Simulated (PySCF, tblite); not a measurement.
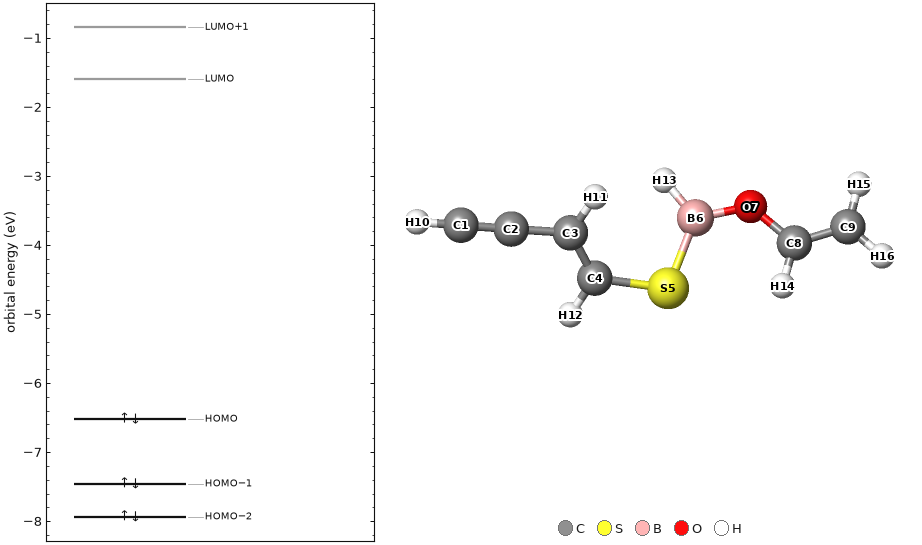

C₆H₇BOS, SMILES C#C/C=C/SBOC=C. Kohn-Sham orbital energies near the frontier, B3LYP/def2-SVPD with PySCF, at a GFN2-xTB geometry (a minimum by its frequencies), isolated molecule; empty levels in grey, levels within 0.03 eV side by side.

**Where do the frontier orbitals lie?**

HOMO at −6.52 eV, LUMO at −1.59 eV, 4.93 eV apart.

**On which atoms do HOMO and LUMO mostly sit?**

HOMO: S5 26 %, C1 16 %, C4 15 %. LUMO: C4 24 %, C3 18 %, C1 12 % (Löwdin shares).

**List the levels with the atoms that carry most of them (a dash for levels above zero or within 0.03 eV of another, where shares mean little).**

| orbital | energy (eV) | Löwdin shares |
| --- | --- | --- |
| LUMO+1 | −0.84 | B6 22 %, S5 14 %, C9 14 % |
| LUMO | −1.59 | C4 24 %, C3 18 %, C1 12 % |
| HOMO | −6.52 | S5 26 %, C1 16 %, C4 15 % |
| HOMO−1 | −7.46 | C9 33 %, C8 27 %, O7 15 % |
| HOMO−2 | −7.94 | C1 40 %, C2 38 %, C3 6 % |

Caveats: the tight-binding geometry is rougher than a DFT one and adds to the error; one conformer of a flexible molecule; empty levels above zero depend strongly on the basis.
